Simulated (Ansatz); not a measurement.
# Silicon, dhcp under r²SCAN: structure, energy and stiffness

The plan for silicon in the dhcp structure: relax it, solve it on a dense k-mesh, then scale the cell to 7 volumes from 88 to 112 % of the relaxed one and try a fit of the equation of state. Spin polarisation is left out. The k-meshes are 13×13×4 for the relaxation; 18×18×5 for the dense run; 15×15×4 for the volumes.

Method: DFT r2SCAN, plane waves (500 eV) with PAW, scalar-relativistic; PBE-made PAW files, in Ansatz 0.2.0.

### 1 Starting point

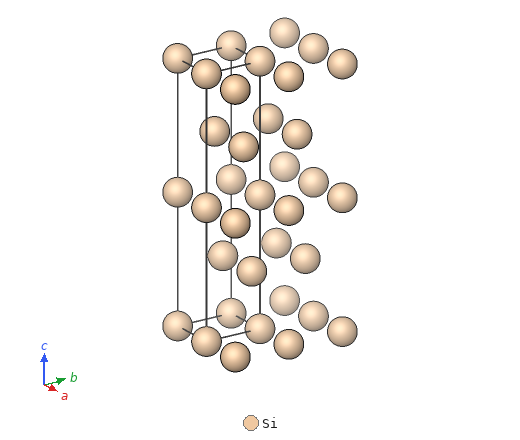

The structure, seen slightly off an axis (silicon light orange). 2×2×1 cells are drawn. Any atoms on the faces are drawn again on the opposite ones.

As a file:

```cif
data_structure
_symmetry_space_group_name_H-M 'P 1'
_symmetry_Int_Tables_number 1
_cell_length_a 2.7692
_cell_length_b 2.7692
_cell_length_c 9.0441
_cell_angle_alpha 90.000
_cell_angle_beta 90.000
_cell_angle_gamma 120.000
_cell_volume 60.06
loop_
_atom_site_label
_atom_site_type_symbol
_atom_site_fract_x
_atom_site_fract_y
_atom_site_fract_z
_atom_site_occupancy
Si1 Si 0.00000 0.00000 0.00000 1
Si2 Si 0.00000 0.00000 0.50000 1
Si3 Si 0.33333 0.66667 0.25000 1
Si4 Si 0.66667 0.33333 0.75000 1
```

### 2 Relaxing cell and atoms

input.yaml reads:

```yaml
crystal:
  lattice:
    - [2.7691764586, 0.0, 0.0]
    - [-1.3845882293, 2.3981771607, 0.0]
    - [0.0, 0.0, 9.0441303138]
  atoms:
    - { symbol: Si, position: [0.0, 0.0, 0.0] }
    - { symbol: Si, position: [0.0, 0.0, 0.5] }
    - { symbol: Si, position: [0.3333333333, 0.6666666667, 0.25] }
    - { symbol: Si, position: [0.6666666667, 0.3333333333, 0.75] }
hamiltonian:
  xc: r2scan
  pseudopotentials:
    kind: paw
    azcp:
      Si: "pseudopotentials/Si.paw.azcp"
basis:
  ecutwfc: 500
  fft_grid_basis: typed
kpoints:
  mp_grid: { grid: [13, 13, 4], shift: [0, 0, 0] }
magnetization:
  spin_polarized: false
scf:
  occupations: { method: fermi_dirac, width: 0.1 }
relax:
  max_steps: 60
  f_tol: 0.01
  cell: {}
output:
  write_density: true
  write_potential: true
  elf: true
  volumetric_format: npy
```

On the command line:

```sh
$ ansatz run input.yaml --threads 1 --pin off --max-ram 3584MiB --backend cpu --events-out ev --progress --plain --runs-dir out
```

The log of the run, cut to the lines that bear on the results:

```text
[...]
Pseudopotentials: kind: paw
Pseudopotential: Si, paw, valence charge 4, recommended cutoff 500 eV (meta_gga), <dir>
Functional definition: r2SCAN
[...]
Crystal: 4 atoms, lattice volume = 60.062 Å³
Basis set: ecut = 500 eV, 1521 PW (Γ), exchange–correlation on 96×96×288 points (64 copies of the dense FFT grid, shifted against one another)
Bands: 12, of which v1, the nominal top of the filled ones, is band 8 counted from 1 (7 counted from 0)
Symmetry: 24 space group operations
Space group: P63/mmc (ITA 194), of the structure as read, at distance tolerance 3.9e-5 Å
k-points: 63 of 676
[...]
SCF iter   1: F=—  HF=-2553.273450 eV  |F-HF|=—  |Δ(HF+E_count)|=         —  Δρ=5.89e-3  dr2=1.96e-2  dr2_τ=1.08e-2  ethr=1.77e-3  ⟨swp⟩=6.1  Hψ=11488  notcnv=0  defer=1
[...]
relax step   1: F+E_penalty+E_count = -2553.30942891 eV  Δ(F+E_penalty+E_count) = +0.000e0 eV  max|allowed force component| = 3.701e-16 eV/Å  Δτ_max = 0.0000 Å  P = -6.187 GPa  Ω = 60.062 Å³  (7 SCF iters, dr2 threshold 1.00e-7 eV, accepted)
[...]
relax step   4: F+E_penalty+E_count = -2553.41854228 eV  Δ(F+E_penalty+E_count) = -5.097e-4 eV  max|allowed force component| = 1.064e-16 eV/Å  Δτ_max = 0.0000 Å  P = -0.006 GPa  Ω = 55.088 Å³  energy of the carried Pulay correction = +2.110e-4 eV  (3 SCF iters, dr2 threshold 4.00e-7 eV, accepted)
[...]
SCF converged after 5 iterations
Free energy (F): -2553.418267 eV
[...]
E sigma→0 (E₀):  -2553.395374 eV
Entropy (-TS):   -0.045785 eV (-11.446 meV/atom)
Fermi energy:    11.432037 eV
[...]
--- Forces (eV/Å), atoms counted from 1 ---
  atom   1  Si     0.00000000    -0.00000000    -0.00000000
  atom   2  Si     0.00000000     0.00000000    -0.00000000
  atom   3  Si    -0.00000000     0.00000000     0.00000000
  atom   4  Si    -0.00000000     0.00000000    -0.00000000
[...]
--- Stress (GPa, compression-positive) ---
        0.006955      -0.000000       0.000000
        0.000000       0.006955      -0.000000
        0.000000      -0.000000      -0.021503
  P = ⅓ Tr σ = -0.0025 GPa (-0.025 kbar)
--- Band table (eV; the first three rows and the last of 63) ---
  k-point 0: bands = ["-4.3880", "-2.4441", "-2.4374", "3.0452", "3.5714", "12.5299", "12.5305", "21.0891", "21.0891", "21.6086", "21.6086", "22.5444", "22.5444", "23.3768", "23.3768", "23.5372"]
[...]
--- Relaxed structure (4 steps of the walk, 4 accepted, 1 SCFs on fresh bases) ---
  F+E_penalty+E_count = -2553.41826663 eV   max|allowed force component| = 6.014e-17 eV/Å   (the final SCF, on the basis selected at the relaxed cell)
  cell:  # Å, volume = 55.0876 Å³
    - [2.675365060663399, 0.0, 0.0]
    - [-1.3376825303316995, 2.3169341069317992, 0.0]
    - [0.0, 0.0, 8.887031771430868]
  atoms:
    - { symbol: Si, position: [7.276319317621778e-34, -6.901475308318899e-35, 0.0] }
    - { symbol: Si, position: [7.145153709909513e-34, -1.2422655554973987e-34, 0.5000000000000001] }
    - { symbol: Si, position: [0.33333333333333337, 0.6666666666666669, 0.25000000000000006] }
    - { symbol: Si, position: [0.6666666666666667, 0.33333333333333337, 0.7500000000000001] }
```

Wall time 50 s (1 thread of Intel Xeon Platinum 8259CL at 2.50GHz (Skylake/Cascade Lake), shared host); peak memory 0.74 GiB.

The steps of the relaxation:

```
step  energy change (meV/atom)  largest force (eV/Å)  pressure (GPa)  volume (Å³/atom)
   1                      0.00                0.0000           -6.19            15.015
   2                    -25.37                0.0000           -1.77            14.066
   3                    -27.15                0.0000            0.41            13.707
   4                    -27.28                0.0000           -0.01            13.772
   5                    -27.21                0.0000            0.00            13.772
```

Steps that repeat a cell are solved on a basis chosen anew, so their changes of energy are no gain of the relaxation.

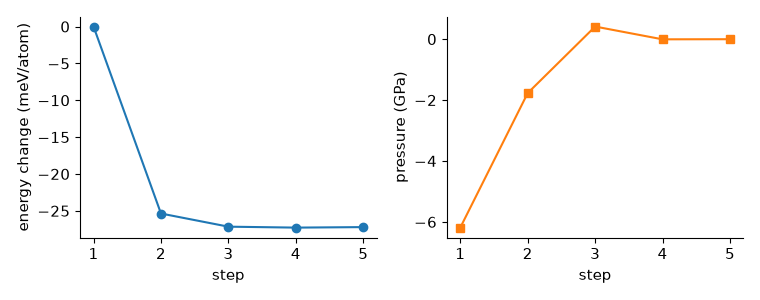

Energy and pressure over the accepted steps.

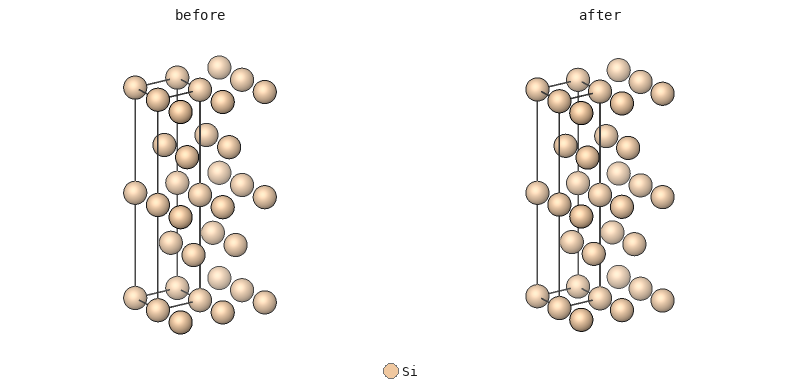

The structure before (left) and after (right), drawn at the same scale. The cells drawn are those of the first picture.

The cell of the run, before and after:

|  | before | after | change |
| --- | --- | --- | --- |
| a (Å) | 2.769 | 2.675 | -3.4 % |
| b (Å) | 2.769 | 2.675 | -3.4 % |
| c (Å) | 9.044 | 8.887 | -1.7 % |
| volume (Å³/atom) | 15.015 | 13.772 | -8.3 % |
| shortest distance (Å) | 2.769 | 2.675 | -3.4 % |
| space group (spins left aside) | P6_3/mmc | P6_3/mmc | same |

### 3 Single point on a dense mesh

input.yaml reads:

```yaml
crystal:
  lattice:
    - [2.6753650607, 0.0, 0.0]
    - [-1.3376825303, 2.3169341069, 0.0]
    - [0.0, 0.0, 8.8870317714]
  atoms:
    - { symbol: Si, position: [0.0, 1.0, 0.0] }
    - { symbol: Si, position: [0.0, 1.0, 0.5] }
    - { symbol: Si, position: [0.3333333333, 0.6666666667, 0.25] }
    - { symbol: Si, position: [0.6666666667, 0.3333333333, 0.75] }
hamiltonian:
  xc: r2scan
  pseudopotentials:
    kind: paw
    azcp:
      Si: "pseudopotentials/Si.paw.azcp"
basis:
  ecutwfc: 500
  fft_grid_basis: typed
kpoints:
  mp_grid: { grid: [18, 18, 5], shift: [0, 0, 0] }
magnetization:
  spin_polarized: false
scf:
  occupations: { method: fermi_dirac, width: 0.1 }
```

On the command line:

```sh
$ ansatz run input.yaml --threads 1 --pin off --max-ram 3584MiB --backend cpu --events-out ev --progress --plain --runs-dir out
```

The log of the run, cut to the lines that bear on the results:

```text
[...]
[... 3 set-up lines as earlier in the session ...]
[...]
Crystal: 4 atoms, lattice volume = 55.088 Å³
Basis set: ecut = 500 eV, 1389 PW (Γ), exchange–correlation on 80×80×288 points (64 copies of the dense FFT grid, shifted against one another)
Bands: 12, of which v1, the nominal top of the filled ones, is band 8 counted from 1 (7 counted from 0)
[... 1 set-up line as earlier in the session ...]
Space group: P63/mmc (ITA 194), of the structure as read, at distance tolerance 3.8e-5 Å
k-points: 111 of 1620
[...]
SCF iter   1: F=—  HF=-2553.387525 eV  |F-HF|=—  |Δ(HF+E_count)|=         —  Δρ=6.97e-3  dr2=2.47e-2  dr2_τ=1.89e-2  ethr=1.77e-3  ⟨swp⟩=6.1  Hψ=20418  notcnv=0  defer=7
[...]
SCF iter   7: F=-2553.424271 eV  HF=-2553.424271 eV  |F-HF|=3.75e-8  |Δ(HF+E_count)|=   1.33e-6  Δρ=5.05e-6  dr2=9.59e-9  dr2_τ=7.77e-11  ethr=6.25e-10  ⟨swp⟩=3.0  Hψ=3945  notcnv=0
[...]
SCF converged after 7 iterations
Free energy (F): -2553.424271 eV
[...]
E sigma→0 (E₀):  -2553.399979 eV
Entropy (-TS):   -0.048585 eV (-12.146 meV/atom)
Fermi energy:    11.467751 eV
[...]
```

Run time: 13 s. Hardware: 1 thread of Intel Xeon Platinum 8259CL at 2.50GHz (Skylake/Cascade Lake), shared host; peak memory 0.63 GiB.

### 4 The cell scaled to 88 % of its volume

input.yaml: that of step 3 with these lines changed.

```diff
@@ -2,5 +2,5 @@
   lattice:
-    - [2.6753650607, 0.0, 0.0]
-    - [-1.3376825303, 2.3169341069, 0.0]
-    - [0.0, 0.0, 8.8870317714]
+    - [2.5637594553, 0.0, 0.0]
+    - [-1.2818797277, 2.2202808175, 0.0]
+    - [0.0, 0.0, 8.5163001]
   atoms:
@@ -20,3 +20,3 @@
 kpoints:
-  mp_grid: { grid: [18, 18, 5], shift: [0, 0, 0] }
+  mp_grid: { grid: [15, 15, 4], shift: [0, 0, 0] }
 magnetization:
@@ -25 +25,4 @@
   occupations: { method: fermi_dirac, width: 0.1 }
+  lower_state_search: "off"
+output:
+  stress: true
```

On the command line:

```sh
$ ansatz run input.yaml --threads 1 --pin off --max-ram 3584MiB --backend cpu --events-out ev --progress --plain --runs-dir out
```

The log of the run, cut to the lines that bear on the results:

```text
[...]
[... 3 set-up lines as earlier in the session ...]
[...]
Crystal: 4 atoms, lattice volume = 48.477 Å³
Basis set: ecut = 500 eV, 1267 PW (Γ), exchange–correlation on 80×80×256 points (64 copies of the dense FFT grid, shifted against one another)
Bands: 12, of which v1, the nominal top of the filled ones, is band 8 counted from 1 (7 counted from 0)
[... 1 set-up line as earlier in the session ...]
Space group: P63/mmc (ITA 194), of the structure as read, at distance tolerance 3.6e-5 Å
k-points: 81 of 900
[...]
SCF iter   1: F=-2553.132689 eV  HF=-2553.093007 eV  |F-HF|=3.97e-2  |Δ(HF+E_count)|=         —  Δρ=9.43e-3  dr2=3.73e-2  dr2_τ=4.00e-2  ethr=1.77e-3  ⟨swp⟩=6.2  Hψ=15818  notcnv=0  defer=5
[...]
SCF iter   7: F=-2553.136253 eV  HF=-2553.136253 eV  |F-HF|=1.65e-8  |Δ(HF+E_count)|=   9.66e-8  Δρ=8.20e-6  dr2=2.75e-8  dr2_τ=4.84e-10  ethr=6.25e-10  ⟨swp⟩=4.0  Hψ=3590  notcnv=0
[...]
SCF converged after 7 iterations
Free energy (F): -2553.136253 eV
[...]
E sigma→0 (E₀):  -2553.111686 eV
Entropy (-TS):   -0.049133 eV (-12.283 meV/atom)
Fermi energy:    13.412271 eV
[...]
--- Stress (GPa, compression-positive) ---
       14.302868      -0.000000       0.000000
       -0.000000      14.302868       0.000000
        0.000000       0.000000      17.241208
  P = ⅓ Tr σ = 15.2823 GPa (152.823 kbar)
```

Run time: 11 s. Hardware: 1 thread of Intel Xeon Platinum 8259CL at 2.50GHz (Skylake/Cascade Lake), shared host; peak memory 0.64 GiB.

### 5 The cell scaled to 92 % of its volume

input.yaml: that of step 4 with these lines changed.

```diff
@@ -2,5 +2,5 @@
   lattice:
-    - [2.5637594553, 0.0, 0.0]
-    - [-1.2818797277, 2.2202808175, 0.0]
-    - [0.0, 0.0, 8.5163001]
+    - [2.6020301641, 0.0, 0.0]
+    - [-1.301015082, 2.2534242235, 0.0]
+    - [0.0, 0.0, 8.6434277991]
   atoms:
```

On the command line:

```sh
$ ansatz run input.yaml --threads 1 --pin off --max-ram 3584MiB --backend cpu --events-out ev --progress --plain --runs-dir out
```

The log of the run, cut to the lines that bear on the results:

```text
[...]
[... 3 set-up lines as earlier in the session ...]
[...]
Crystal: 4 atoms, lattice volume = 50.681 Å³
Basis set: ecut = 500 eV, 1303 PW (Γ), exchange–correlation on 80×80×256 points (64 copies of the dense FFT grid, shifted against one another)
Bands: 12, of which v1, the nominal top of the filled ones, is band 8 counted from 1 (7 counted from 0)
[... 1 set-up line as earlier in the session ...]
Space group: P63/mmc (ITA 194), of the structure as read, at distance tolerance 3.7e-5 Å
k-points: 81 of 900
[...]
SCF iter   1: F=-2553.296838 eV  HF=-2553.260085 eV  |F-HF|=3.68e-2  |Δ(HF+E_count)|=         —  Δρ=8.45e-3  dr2=3.22e-2  dr2_τ=3.11e-2  ethr=1.77e-3  ⟨swp⟩=6.1  Hψ=15691  notcnv=0  defer=3
[...]
SCF iter   7: F=-2553.300212 eV  HF=-2553.300212 eV  |F-HF|=1.11e-7  |Δ(HF+E_count)|=   6.71e-7  Δρ=1.00e-5  dr2=3.10e-8  dr2_τ=2.59e-10  ethr=6.25e-10  ⟨swp⟩=4.1  Hψ=3615  notcnv=0
[...]
SCF converged after 7 iterations
Free energy (F): -2553.300212 eV
[...]
E sigma→0 (E₀):  -2553.274647 eV
Entropy (-TS):   -0.051131 eV (-12.783 meV/atom)
Fermi energy:    12.716768 eV
[...]
--- Stress (GPa, compression-positive) ---
        7.772773      -0.000000      -0.000000
       -0.000000       7.772773      -0.000000
       -0.000000      -0.000000      10.970601
  P = ⅓ Tr σ = 8.8387 GPa (88.387 kbar)
```

Run time: 11 s. Hardware: 1 thread of Intel Xeon Platinum 8259CL at 2.50GHz (Skylake/Cascade Lake), shared host; peak memory 0.65 GiB.

[end of part 1 of 2]
